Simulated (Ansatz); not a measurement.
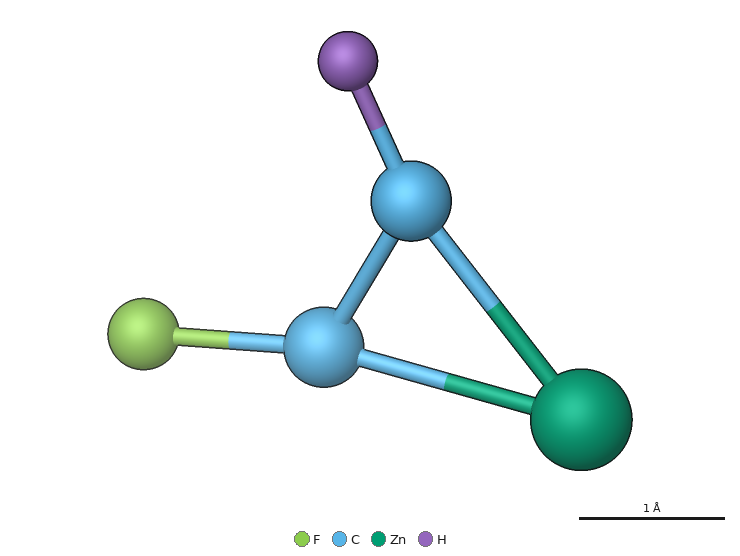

A ball-and-stick model of a molecule.

Question: Count the atoms of each element.

Answer: C2HFZn, 5 atoms: 2 carbon, 1 hydrogen, 1 fluorine and 1 zinc.

Question: Which point group does it belong to?

Answer: Cs.

More results for the same structure follow; atom numbers are the same in all pictures, views and colours differ. The geometry was computed by an optimisation with PBE0-D4/def2-TZVP.

**Shape**

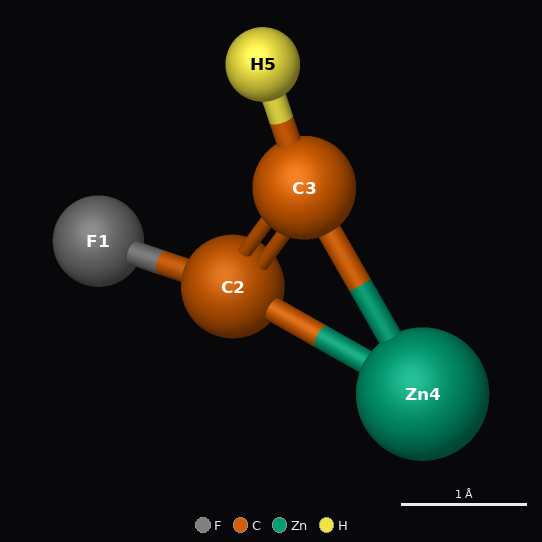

Atoms carry their numbers in the input.

Question: How are the neighbours of atom 3 arranged?

Answer: C3 has 3 neighbours (C2 at 1.37, Zn4 at 1.92, H5 at 1.09 Å); the arrangement is T-shaped.

Question: How are the neighbours of atom 2 arranged?

Answer: C2 has 3 neighbours (F1 at 1.33, C3 at 1.37, Zn4 at 1.92 Å); the arrangement is T-shaped.

Question: What is the dihedral angle F1–C2–C3–Zn4?

Answer: 180° in size, that is anti.

**Levels of theory compared**

Program: Ansatz 0.2.0.

Compare dipole (D), HOMO–LUMO gap (eV) at these levels: B3LYP-D4/def2-TZVPP; PBE-D4/def2-TZVPP; r2SCAN-D4/def2-TZVPP; ωB97M-V/def2-TZVPP.

| level | dipole (D) | HOMO–LUMO gap (eV) |
| --- | --- | --- |
| B3LYP-D4/def2-TZVPP | 3.94 | 2.37 |
| PBE-D4/def2-TZVPP | 3.30 | 1.03 |
| r2SCAN-D4/def2-TZVPP | 3.66 | 1.35 |
| ωB97M-V/def2-TZVPP | 4.52 | 6.71 |

**Charges**

The questions are on Mulliken charges. Properties computed with RKS PBE0-D4/def2-TZVP (Ansatz 0.2.0).

Question: Which atom carries the highest charge (most positive or least negative)?

Answer: Zn4 (0.32 e).

Question: And the lowest?

Answer: C3 (−0.22 e).

Give the Mulliken charges atom by atom.

```csv
atom,value (e)
F1,−0.15
C2,−0.06
C3,−0.22
Zn4,0.32
H5,0.12
```

**Thermal motion**

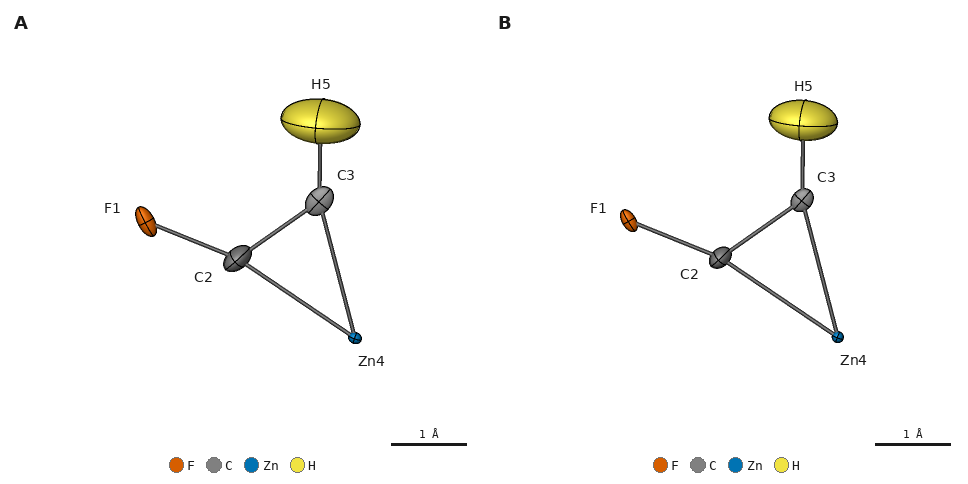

Displacement ellipsoids at the 50 % level, scaled by 2, from the internal vibrations of the free molecule (harmonic, no overall translation or rotation; no half-axis is drawn under 0.075 Å). Vibrations computed with RKS PBE0-D4/def2-TZVP (Ansatz 0.2.0). One panel is for 298 K, the other for 600 K.

Question: Which panel is for 600 K?

Answer: A.

Question: How much does the mean-square displacement of F1 grow, and why?

Answer: U_eq goes from 0.0015 to 0.0025 Å², a factor of 1.7. Modes below kT (417 cm⁻¹ at 600 K) grow about in proportion to T, and the lowest lies at 249 cm⁻¹; the mean-square amplitude of a mode is its zero-point value times coth(ħω/2kT), which comes close to 1 only above about 3kT.

Mulliken values depend strongly on the basis set and can even reverse the polarity of a bond.
